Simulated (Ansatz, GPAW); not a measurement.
# Work function of a 3-layer slab of Cr(110) at several levels

How far do functional and basis move the work function of a 3-layer slab of Cr(110)?

Method: Ansatz plane waves; slab in vacuum with a dipole correction, relaxation, in the first sound run; inputs show where later runs differ, in GPAW 26.7.0 and Ansatz 0.2.0.

## Step 1: The starting structure

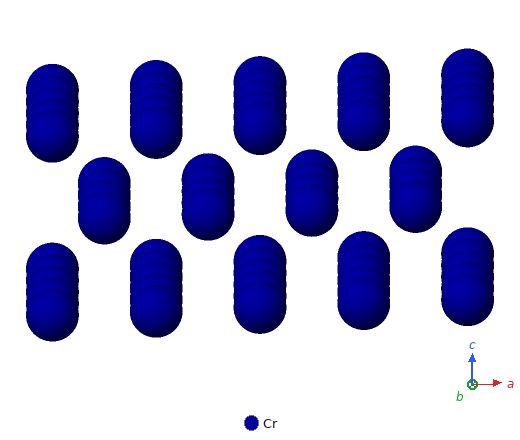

The starting structure, seen nearly edge on (chromium blue). 4×4×1 cells are drawn. Some periodic images of atoms are drawn too.

The cell holds 3 atoms: 3 Cr. Its edges and angles: a = 2.494 Å, b = 2.494 Å, c = 20.073 Å, α = 90.0°, β = 90.0°, γ = 70.5°. Vacuum lies along c.

## Step 2: Relaxing the atoms

Forces are removed first; all later runs use this geometry. The lowest 1 atoms are held at bulk positions and keep their forces.

The input, input.yaml:

```yaml
crystal:
  lattice:
    - [2.0364675298, -1.44, 0.0]
    - [2.0364675298, 1.44, 0.0]
    - [0.0, 0.0, 20.0729350596]
  atoms:
    - { symbol: Cr, position: [0.0, 0.0, 0.398546599] }
    - { symbol: Cr, position: [0.5, 0.5, 0.5] }
    - { symbol: Cr, position: [0.0, 0.0, 0.601453401] }
kpoints:
  mp_grid: { grid: [13, 13, 1] }
hamiltonian:
  xc: pbe
scf:
  occupations: { method: fermi_dirac, width: 0.1 }
efield:
  axis: 3
  dipole_correction: true
  ramp_width: 0.05
relax:
  f_tol: 0.02
  max_steps: 60
  constraints: [{ sites: [0] }]
output:
  write_potential: true
  write_density: true
  volumetric_format: npy
```

Command:

```
$ ansatz run input.yaml --threads 4 --pin off --max-ram 8192MiB --backend cpu --events-out ev --progress --plain --runs-dir out
```

Numbers of over 12 decimals in the logs are rounded to 6 here.

The program printed:

```text
Engine: ansatz 0.2.0, x86_64-unknown-linux-gnu
Pseudopotentials: kind: paw
Pseudopotential: Cr, paw, valence charge 14, recommended cutoff 420 eV (normal), Cr.paw.azcp
Functional definition: PBE
  parameter kappa = 0.804
  parameter beta = 0.066725
  exchange = pbe_x(kappa = kappa, mu = beta*pi^2/3)
  correlation = pbe_c(beta = beta)
Crystal: 3 atoms, lattice volume = 117.728 Å³
Basis set: ecut = 420 eV, 2277 PW (Γ), exchange–correlation on 36×36×270 points (8 copies of the dense FFT grid, shifted against one another)
Bands: 26, of which v1, the nominal top of the filled ones, is band 21 counted from 1 (20 counted from 0)
Symmetry: 4 space group operations
k-points: 49 of 169
Non-local potential: Cr, projectors of the file, l = 0: 3, l = 1: 2, l = 2: 3, l = 3: 1
PAW form: soft (Blöchl's): semilocal exchange-correlation on the pseudo side does not see the compensation charge
PAW one-centre angular grid: Cr, 590 points (default); XC on 64 Gauss nodes
Initial density: superposition of atomic densities (neutral atoms: chi_scale 0, normalization atom), corrected by the library's trained network
Initial wavefunctions: pseudopotential atomic-orbital guess
Functional: x = pbe(κ = 0.804, μ = 0.219515), c = pbe(β = 0.066725)
SCF iter   1: F=—  HF=-10130.756604 eV  |F-HF|=—  |Δ(HF+E_count)|=         —  Δρ=6.13e-3  dr2=5.18e-2  ethr=1.77e-3  p=0.000 e·Å  D=2.50e-13 V/Å  ΔV_dip=-0.00 eV  dr2_dipole=7.47e-9  V_vac-E_F(+/−)=4.59/4.59 eV  ⟨swp⟩=7.8  Hψ=13195  notcnv=0
efield: sawtooth ramp at fractional position 0.9750 (placed from the atoms, in the widest stretch of the axis that holds none; the zero of the levels goes with the place), width 0.0500; the density the first Hamiltonian is built on has a dipole p = 0.000 e·Å; the dipole correction subtracts the counter field D = 2.50e-13 V/Å, which shifts the + side's vacuum level by -0.00 eV against the − side's; the planar-averaged density in the ramp window peaks in size at 7.2e-5 e/Å³
automatic band count: the SCF goes on with 31 bands, as 26 were too few: the levels above may hold too much charge
preconditioner: auto → LDOS  [metal: Δε(μ)=0.037 eV  Ē_g=4.302 eV  σ=0.100 eV  W_gap=0.09  n_scr=14 (ndim 8)  ℏωp=14.5 eV  f_vac=0.608  D(μ)=3.83/eV (n_scr^D=14)  β→1.0]
SCF iter   2: F=—  HF=-10130.761886 eV  |F-HF|=—  |Δ(HF+E_count)|=   5.28e-3  Δρ=5.84e-3  dr2=3.91e-2  ethr=1.23e-4  p=0.000 e·Å  D=2.46e-6 V/Å  ΔV_dip=-0.00 eV  dr2_dipole=5.97e-13  V_vac-E_F(+/−)=4.88/4.88 eV  ⟨swp⟩=2.3  Hψ=3118  notcnv=0
SCF iter   3: F=—  HF=-10130.758189 eV  |F-HF|=—  |Δ(HF+E_count)|=   3.70e-3  Δρ=2.27e-3  dr2=7.02e-3  ethr=9.32e-5  p=-0.000 e·Å  D=-7.52e-6 V/Å  ΔV_dip=0.00 eV  dr2_dipole=1.61e-9  V_vac-E_F(+/−)=4.82/4.82 eV  ⟨swp⟩=2.0  Hψ=2447  notcnv=0
SCF iter   4: F=—  HF=-10130.757585 eV  |F-HF|=—  |Δ(HF+E_count)|=   6.04e-4  Δρ=4.32e-4  dr2=3.04e-4  ethr=1.67e-5  p=-0.000 e·Å  D=-5.31e-6 V/Å  ΔV_dip=0.00 eV  dr2_dipole=7.90e-9  V_vac-E_F(+/−)=4.85/4.85 eV  ⟨swp⟩=1.9  Hψ=1753  notcnv=0
SCF iter   5: F=—  HF=-10130.757556 eV  |F-HF|=—  |Δ(HF+E_count)|=   2.97e-5  Δρ=1.19e-4  dr2=3.99e-5  ethr=7.24e-7  p=-0.000 e·Å  D=-1.74e-6 V/Å  ΔV_dip=0.00 eV  dr2_dipole=1.76e-9  V_vac-E_F(+/−)=4.87/4.87 eV  ⟨swp⟩=2.2  Hψ=2083  notcnv=0
SCF iter   6: F=—  HF=-10130.757564 eV  |F-HF|=—  |Δ(HF+E_count)|=   8.93e-6  Δρ=1.41e-4  dr2=2.06e-5  ethr=2.38e-8  p=-0.000 e·Å  D=-1.18e-6 V/Å  ΔV_dip=0.00 eV  dr2_dipole=3.19e-11  V_vac-E_F(+/−)=4.87/4.87 eV  ⟨swp⟩=12.7  Hψ=13550  notcnv=0
SCF iter   7: F=-10130.757560 eV  HF=-10130.757560 eV  |F-HF|=2.44e-7  |Δ(HF+E_count)|=   4.00e-6  Δρ=2.59e-5  dr2=9.43e-7  ethr=2.38e-8  p=-0.000 e·Å  D=-1.96e-7 V/Å  ΔV_dip=0.00 eV  dr2_dipole=1.48e-10  V_vac-E_F(+/−)=4.87/4.87 eV  ⟨swp⟩=10.3  Hψ=11581  notcnv=0
SCF 1 converged in 7 iterations: F = -10130.757560 eV  dr2 = 9.43e-7
  greatest PAW one-centre occupation: 1.000 electrons in one spin orbital (limit 2), on the Cr atom at site 1 (counted from 0), in its partial waves of l = 0
relax step   1: F+E_penalty+E_count = -10130.75756021 eV  Δ(F+E_penalty+E_count) = +0.000e0 eV  max|allowed force component| = 6.909e-1 eV/Å  Δτ_max = 0.0000 Å  (7 SCF iters, dr2 threshold 1.00e-5 eV, accepted)
Bands: 31, of which v1, the nominal top of the filled ones, is band 21 counted from 1 (20 counted from 0)
Initial density: handed on by an earlier stage of this run
Initial wavefunctions: those handed on with the density
SCF iter   1: F=—  HF=-10130.923316 eV  |F-HF|=—  |Δ(HF+E_count)|=         —  Δρ=2.72e-2  dr2=3.61e0  ethr=3.10e-3  p=-0.000 e·Å  D=-1.39e-7 V/Å  ΔV_dip=0.00 eV  dr2_dipole=7.67e-1  V_vac-E_F(+/−)=4.89/4.89 eV  ⟨swp⟩=4.7  Hψ=4561  notcnv=0
efield: sawtooth ramp at fractional position 0.9750 (handed on by an earlier solve), width 0.0500; the density the first Hamiltonian is built on has a dipole p = -0.000 e·Å; the dipole correction subtracts the counter field D = -1.39e-7 V/Å, which shifts the + side's vacuum level by +0.00 eV against the − side's; the planar-averaged density in the ramp window peaks in size at 1.4e-6 e/Å³
preconditioner: auto → LDOS  [metal: Δε(μ)=0.033 eV  Ē_g=4.459 eV  σ=0.100 eV  W_gap=0.08  n_scr=14 (ndim 8)  ℏωp=14.5 eV  f_vac=0.614  D(μ)=3.84/eV (n_scr^D=14)  β→1.0]
SCF iter   2: F=—  HF=-10130.860714 eV  |F-HF|=—  |Δ(HF+E_count)|=   6.26e-2  Δρ=1.47e-2  dr2=3.21e-1  ethr=3.10e-3  p=-0.000 e·Å  D=-4.76e-4 V/Å  ΔV_dip=0.01 eV  dr2_dipole=4.84e-5  V_vac-E_F(+/−)=4.88/4.88 eV  ⟨swp⟩=2.0  Hψ=2297  notcnv=0
SCF iter   3: F=—  HF=-10130.841888 eV  |F-HF|=—  |Δ(HF+E_count)|=   1.88e-2  Δρ=1.01e-2  dr2=1.19e-1  ethr=7.65e-4  p=0.005 e·Å  D=7.08e-3 V/Å  ΔV_dip=-0.14 eV  dr2_dipole=1.68e-4  V_vac-E_F(+/−)=4.74/4.88 eV  ⟨swp⟩=2.4  Hψ=2666  notcnv=0  defer=1
SCF iter   4: F=—  HF=-10130.828194 eV  |F-HF|=—  |Δ(HF+E_count)|=   1.37e-2  Δρ=7.58e-4  dr2=1.47e-3  ethr=2.84e-4  p=0.002 e·Å  D=2.77e-3 V/Å  ΔV_dip=-0.06 eV  dr2_dipole=4.85e-4  V_vac-E_F(+/−)=4.82/4.87 eV  ⟨swp⟩=2.1  Hψ=2386  notcnv=0
SCF iter   5: F=—  HF=-10130.827743 eV  |F-HF|=—  |Δ(HF+E_count)|=   4.51e-4  Δρ=3.40e-4  dr2=1.46e-4  ethr=3.50e-6  p=0.001 e·Å  D=1.53e-3 V/Å  ΔV_dip=-0.03 eV  dr2_dipole=2.69e-5  V_vac-E_F(+/−)=4.83/4.86 eV  ⟨swp⟩=3.1  Hψ=2484  notcnv=0
SCF iter   6: F=—  HF=-10130.827776 eV  |F-HF|=—  |Δ(HF+E_count)|=   3.33e-5  Δρ=1.89e-4  dr2=4.68e-5  ethr=3.47e-7  p=0.000 e·Å  D=7.40e-4 V/Å  ΔV_dip=-0.01 eV  dr2_dipole=2.41e-6  V_vac-E_F(+/−)=4.84/4.85 eV  ⟨swp⟩=2.9  Hψ=2851  notcnv=0
SCF iter   7: F=-10130.827780 eV  HF=-10130.827784 eV  |F-HF|=3.63e-6  |Δ(HF+E_count)|=   7.73e-6  Δρ=7.62e-5  dr2=6.86e-6  ethr=7.10e-8  p=0.000 e·Å  D=3.39e-4 V/Å  ΔV_dip=-0.01 eV  dr2_dipole=2.81e-7  V_vac-E_F(+/−)=4.84/4.85 eV  ⟨swp⟩=12.8  Hψ=13340  notcnv=0
SCF 2 converged in 7 iterations: F = -10130.827780 eV  dr2 = 6.86e-6
relax step   2: F+E_penalty+E_count = -10130.82778037 eV  Δ(F+E_penalty+E_count) = -7.022e-2 eV  max|allowed force component| = 2.649e-1 eV/Å  Δτ_max = 0.1440 Å  (7 SCF iters, dr2 threshold 2.98e-5 eV, accepted)
iter 1 solved again at ethr=2.78e-3 eV; its pass at ethr=3.10e-3 eV (dr2=1.17e0 eV) is discarded
SCF iter   1: F=—  HF=-10130.869744 eV  |F-HF|=—  |Δ(HF+E_count)|=         —  Δρ=1.52e-2  dr2=1.08e0  ethr=2.78e-3  p=0.000 e·Å  D=3.39e-4 V/Å  ΔV_dip=-0.01 eV  dr2_dipole=2.12e-1  V_vac-E_F(+/−)=4.85/4.86 eV  ⟨swp⟩=1.0  Hψ=5854  notcnv=0
efield: sawtooth ramp at fractional position 0.9750 (handed on by an earlier solve), width 0.0500; the density the first Hamiltonian is built on has a dipole p = 0.000 e·Å; the dipole correction subtracts the counter field D = 3.39e-4 V/Å, which shifts the + side's vacuum level by -0.01 eV against the − side's; the planar-averaged density in the ramp window peaks in size at 5.4e-6 e/Å³
preconditioner: auto → LDOS  [metal: Δε(μ)=0.086 eV  Ē_g=4.517 eV  σ=0.100 eV  W_gap=0.21  n_scr=14 (ndim 8)  ℏωp=14.5 eV  f_vac=0.619  D(μ)=3.61/eV (n_scr^D=14)  β→1.0]
SCF iter   2: F=—  HF=-10130.850917 eV  |F-HF|=—  |Δ(HF+E_count)|=   1.88e-2  Δρ=8.99e-3  dr2=1.39e-1  ethr=2.56e-3  p=-0.000 e·Å  D=-4.98e-4 V/Å  ΔV_dip=0.01 eV  dr2_dipole=4.77e-4  V_vac-E_F(+/−)=4.85/4.84 eV  ⟨swp⟩=2.0  Hψ=1835  notcnv=0
SCF iter   3: F=—  HF=-10130.842144 eV  |F-HF|=—  |Δ(HF+E_count)|=   8.77e-3  Δρ=5.73e-3  dr2=4.21e-2  ethr=3.30e-4  p=0.002 e·Å  D=3.52e-3 V/Å  ΔV_dip=-0.07 eV  dr2_dipole=1.99e-5  V_vac-E_F(+/−)=4.78/4.85 eV  ⟨swp⟩=2.3  Hψ=2547  notcnv=0
SCF iter   4: F=—  HF=-10130.838296 eV  |F-HF|=—  |Δ(HF+E_count)|=   3.85e-3  Δρ=4.73e-4  dr2=6.23e-4  ethr=1.00e-4  p=0.001 e·Å  D=1.46e-3 V/Å  ΔV_dip=-0.03 eV  dr2_dipole=1.40e-4  V_vac-E_F(+/−)=4.82/4.85 eV  ⟨swp⟩=2.1  Hψ=2343  notcnv=0
SCF iter   5: F=—  HF=-10130.838116 eV  |F-HF|=—  |Δ(HF+E_count)|=   1.80e-4  Δρ=1.67e-4  dr2=3.72e-5  ethr=1.48e-6  p=0.001 e·Å  D=9.04e-4 V/Å  ΔV_dip=-0.02 eV  dr2_dipole=8.82e-6  V_vac-E_F(+/−)=4.82/4.84 eV  ⟨swp⟩=3.3  Hψ=2601  notcnv=0
SCF iter   6: F=—  HF=-10130.838131 eV  |F-HF|=—  |Δ(HF+E_count)|=   1.52e-5  Δρ=1.02e-4  dr2=1.30e-5  ethr=1.04e-8  p=0.000 e·Å  D=4.54e-4 V/Å  ΔV_dip=-0.01 eV  dr2_dipole=7.60e-7  V_vac-E_F(+/−)=4.83/4.84 eV  ⟨swp⟩=13.1  Hψ=13933  notcnv=0
SCF iter   7: F=-10130.838133 eV  HF=-10130.838134 eV  |F-HF|=6.42e-7  |Δ(HF+E_count)|=   3.06e-6  Δρ=3.64e-5  dr2=1.73e-6  ethr=1.04e-8  p=0.000 e·Å  D=2.12e-4 V/Å  ΔV_dip=-0.00 eV  dr2_dipole=9.27e-8  V_vac-E_F(+/−)=4.83/4.83 eV  ⟨swp⟩=10.8  Hψ=11765  notcnv=0
SCF 3 converged in 7 iterations: F = -10130.838133 eV  dr2 = 1.73e-6
relax step   3: F+E_penalty+E_count = -10130.83813344 eV  Δ(F+E_penalty+E_count) = -1.035e-2 eV  max|allowed force component| = 1.729e-2 eV/Å  Δτ_max = 0.0805 Å  (7 SCF iters, dr2 threshold 4.38e-6 eV, accepted)
iter 1 solved again at ethr=4.11e-9 eV; its pass at ethr=3.10e-3 eV (dr2=1.73e-6 eV) is discarded
SCF iter   1: F=—  HF=-10130.838162 eV  |F-HF|=—  |Δ(HF+E_count)|=         —  Δρ=3.63e-5  dr2=1.73e-6  ethr=4.11e-9  p=0.000 e·Å  D=2.12e-4 V/Å  ΔV_dip=-0.00 eV  dr2_dipole=9.15e-8  V_vac-E_F(+/−)=4.83/4.83 eV  ⟨swp⟩=1.1  Hψ=4220  notcnv=0
efield: sawtooth ramp at fractional position 0.9750 (handed on by an earlier solve), width 0.0500; the density the first Hamiltonian is built on has a dipole p = 0.000 e·Å; the dipole correction subtracts the counter field D = 2.12e-4 V/Å, which shifts the + side's vacuum level by -0.00 eV against the − side's; the planar-averaged density in the ramp window peaks in size at 5.6e-6 e/Å³
preconditioner: auto → LDOS  [metal: Δε(μ)=0.070 eV  Ē_g=4.507 eV  σ=0.100 eV  W_gap=0.17  n_scr=14 (ndim 8)  ℏωp=14.5 eV  f_vac=0.618  D(μ)=3.51/eV (n_scr^D=14)  β→1.0]
SCF iter   2: F=—  HF=-10130.838135 eV  |F-HF|=—  |Δ(HF+E_count)|=   2.70e-5  Δρ=7.93e-5  dr2=7.46e-6  ethr=4.11e-9  p=0.000 e·Å  D=1.13e-4 V/Å  ΔV_dip=-0.00 eV  dr2_dipole=4.74e-8  V_vac-E_F(+/−)=4.83/4.83 eV  ⟨swp⟩=2.1  Hψ=2602  notcnv=0
SCF iter   3: F=-10130.838135 eV  HF=-10130.838135 eV  |F-HF|=2.15e-8  |Δ(HF+E_count)|=   7.25e-7  Δρ=5.49e-6  dr2=7.72e-8  ethr=2.38e-10  p=0.000 e·Å  D=7.73e-5 V/Å  ΔV_dip=-0.00 eV  dr2_dipole=3.60e-11  V_vac-E_F(+/−)=4.83/4.83 eV  ⟨swp⟩=9.1  Hψ=11566  notcnv=0
SCF 4 converged in 3 iterations: F = -10130.838135 eV  dr2 = 7.72e-8
relax step   4: F+E_penalty+E_count = -10130.83813464 eV  Δ(F+E_penalty+E_count) = -1.199e-6 eV  max|allowed force component| = 1.706e-2 eV/Å  Δτ_max = 0.0000 Å  (3 SCF iters, accepted)
NSCF: frozen V_eff on 49 k-points
the band table was solved once a step of the walk had ended and its energy, with any forces and stress, was formed, with the checks that follow a solve (8405 applications of the Hamiltonian). They found nothing against the state; the energy, forces and stress were not computed again (output.eigenvalues in the input reference)
WARN: The input density's exchange-correlation potential varies sharply where the density is thin. Do not read a vacuum level from v_tot or v_xc, or from such a field of the output density. On a cell that repeats whose density bears no net charge and no dipole along the vacuum's axis use v_es (v_loc + v_h of the components); under efield.dipole_correction with no amplitude use v_es + v_field, which holds any external [...]
SCF converged after 3 iterations
Free energy (F): -10130.838135 eV
Harris-Foulkes:  -10130.838135 eV  (|F-HF|=2.15e-8)
Internal energy: -10130.718302 eV  (E = F + TS)
E sigma→0 (E₀):  -10130.778218 eV
Entropy (-TS):   -0.119833 eV (-39.944 meV/atom)
Fermi energy:    2.445611 eV
Dipole field:    D = 0.000088 V/Å  (p = 0.000057 e·Å, saw-weighted, corrected)
Work function:   Φ+ = 4.8310 eV   Φ− = 4.8327 eV
Levels:          The Fermi level and band energies are counted from a zero that moves with the ramp; work functions are not
--- Per-component energies (eV) ---
  E_band       = -1137.515108
  E_kinetic    = 1027.418254
  E_local      = -51054.626672  (includes V_loc(G=0)·N_el)
  E_nonlocal   = 238.561923
  E_hartree    = 24952.152152
  E_xc         = -417.242943
  E_vxc        = -532.061753  (∫ρ·V_xc dr)
  E_paw        = -3586.401473  (= ΣΔE_a)
  E_vpaw       = -721.138963  (= ΣTr[D̂ρ^β])
  E_aug_tail   = 0.001096  (compensation charges beyond the density's cutoff)
  E_efield     = 0.000000  (sawtooth field / dipole correction)
  E_vefield    = 0.000414  (∫n·V_field dr)
  E_ewald      = 18709.419361
  E_smearing   = -0.119833  (= −TS)
  E_closure    = -0.000000  (closes the sum)
  Σ components = -10130.838135   (vs F -10130.838135, Δ=0.00e0)
--- Forces (eV/Å), atoms counted from 1 ---
  atom   1  Cr    -0.00000000     0.00000000    -0.01513207
  atom   2  Cr    -0.00000000     0.00000000    -0.00201007
  atom   3  Cr     0.00000000     0.00000000     0.01705738
  max |Σ_I F_I| component: 8.48e-5 eV/Å
--- Band table (eV; the first three rows and the last of 49) ---
  k-point 0: bands = [... 17 lower, 1.4662, 1.6069, 1.6782, 1.7864, 2.0882, 3.4106, 3.4515, 3.5116, ... 6 higher]
  k-point 1: bands = [... 17 lower, 1.2771, 1.5798, 1.7689, 1.8980, 2.0151, 2.9455, 3.3596, 3.3980, ... 6 higher]
  k-point 2: bands = [... 17 lower, 1.1092, 1.4159, 1.5569, 2.0934, 2.1277, 2.5664, 3.2851, 3.3114, ... 6 higher]
  k-point 48: bands = [... 17 lower, 0.3288, 2.1843, 2.6277, 3.1125, 3.6025, 4.1747, 4.3200, 4.3613, ... 6 higher]
--- Relaxed structure (4 steps of the walk, 4 accepted, 0 SCFs on fresh bases) ---
  F+E_penalty+E_count = -10130.83813464 eV   max|allowed force component| = 1.706e-2 eV/Å
  atoms:
    - { symbol: Cr, position: [0.0, 0.0, 0.398547] }
    - { symbol: Cr, position: [0.500000, 0.500000, 0.494417] }
    - { symbol: Cr, position: [-9.179242663884606e-18, -9.179242663884606e-18, 0.590269] }
```

It took 11 s on 4 threads of Intel Xeon Platinum 8488C (Sapphire Rapids), shared host; peak memory 0.54 GiB.

This run has no spin polarisation, although Cr can carry a moment.

Step by step:

```
step  energy less that of the first step (eV)  largest force component (eV/Å)
   1                                   0.0000                          0.6909
   2                                  -0.0702                          0.2649
   3                                  -0.0806                          0.0173
   4                                  -0.0806                          0.0171
```

Forces are held to the 4 operations that the run works with; a distortion that breaks them can't arise in this run.

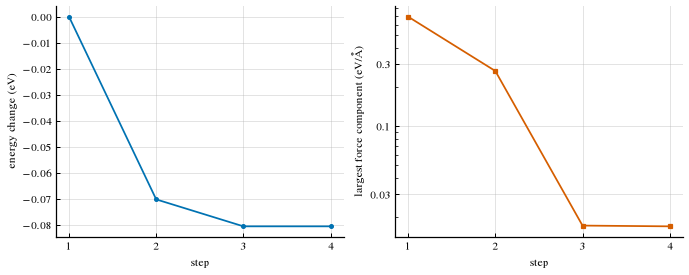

Energy and largest force along the relaxation.

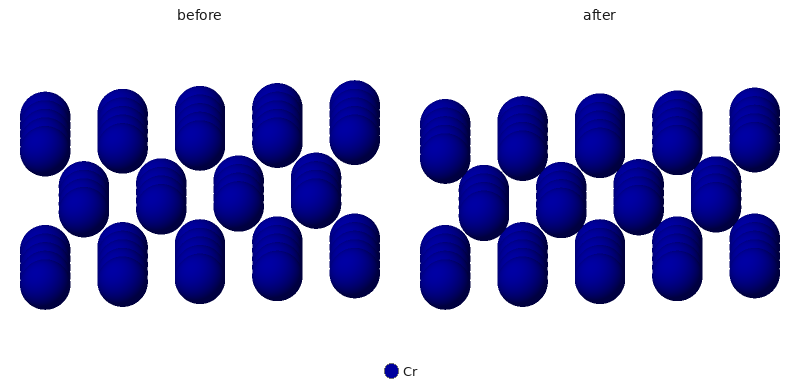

Before and after, at one scale.

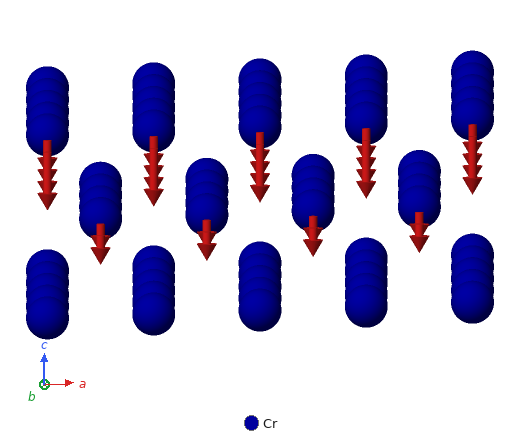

Displacements in the relaxation, exaggerated; the longest in the cell stands for 0.22 Å. 4×4×1 cells are drawn. Some periodic images of atoms are drawn too.

The atoms that moved most (Å):

```
atom     dx     dy      dz  length
 Cr3  0.000  0.000  -0.224   0.224
 Cr2  0.000  0.000  -0.112   0.112
```

The relaxed structure:

```cif
data_structure
_symmetry_space_group_name_H-M 'P 1'
_symmetry_Int_Tables_number 1
_cell_length_a 2.4942
_cell_length_b 2.4942
_cell_length_c 20.0729
_cell_angle_alpha 90.000
_cell_angle_beta 90.000
_cell_angle_gamma 70.529
_cell_volume 117.73
loop_
_atom_site_label
_atom_site_type_symbol
_atom_site_fract_x
_atom_site_fract_y
_atom_site_fract_z
_atom_site_occupancy
Cr1 Cr 0.00000 0.00000 0.39855 1
Cr2 Cr 0.50000 0.50000 0.49442 1
Cr3 Cr 0.00000 0.00000 0.59027 1
```

This step gave:

* free energy: -10130.8381 eV
* smearing term TS: 0.1198 eV
* symmetry operations: 4
* upper work function: 4.831 eV
* lower work function: 4.833 eV
* dipole along the normal: 5.72e-5 e·Å
* dipole field: 8.79e-5 V/Å
* vacuum level above: 7.277 eV
* vacuum level below: 7.278 eV

Table of electrostatic potential energy of an electron (with the applied field's), less the Fermi level, planar mean by z:

```
z (Å)  electrostatic potential energy of an electron (with the applied field's), less the Fermi level, planar mean (eV)
    0                                                                                                              4.83
    2                                                                                                              4.83
    4                                                                                                              4.83
    6                                                                                                              4.37
    8                                                                                                             -16.1
   10                                                                                                             -16.4
   12                                                                                                             -15.6
   14                                                                                                              4.51
   16                                                                                                              4.83
   18                                                                                                              4.83
```

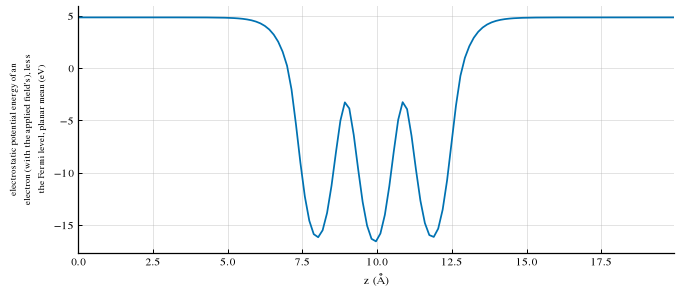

Electrostatic potential energy of an electron (with the applied field's), less the Fermi level, planar mean against z.

The valence density, planar mean oscillates, so the rows of the table below give means over windows of 2 Å about each position, cut where the curve ends. Its maxima inside the range that stand out by 2 % of the span (Å: e/Å³): 8.0: 2.60, 10.0: 2.59, 11.9: 2.59. Its minima: 8.9: 0.369, 10.9: 0.369.

Table of valence density, planar mean by z; means over each step:

```
z (Å)  valence density, planar mean (e/Å³)
    2                                    0
    4                               2.7e-4
    6                               0.0301
    8                                 1.17
   10                                 1.21
   12                                 1.15
   14                               0.0215
   16                               1.9e-4
```

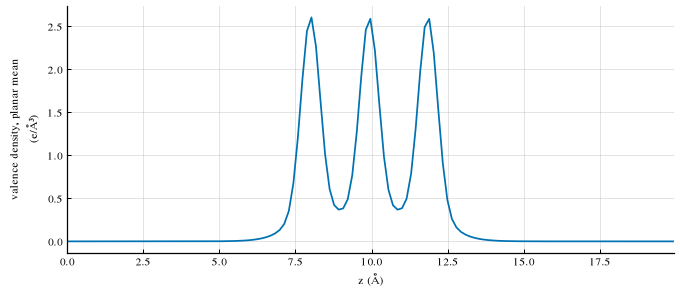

Valence density, planar mean against z.

The relaxation lowered the energy of the cell by 0.0806 eV.

[end of part 1 of 3]

[Logs are printed without paths, hosts, clocks, repeated set-up lines and the standing remarks that a program may print on its own settings, such as how far it seeks lower states.]

[Hosts, paths, dates, database ids (printed as entryN), source tags and the programs' standing remarks are cut or masked in the printed files.]
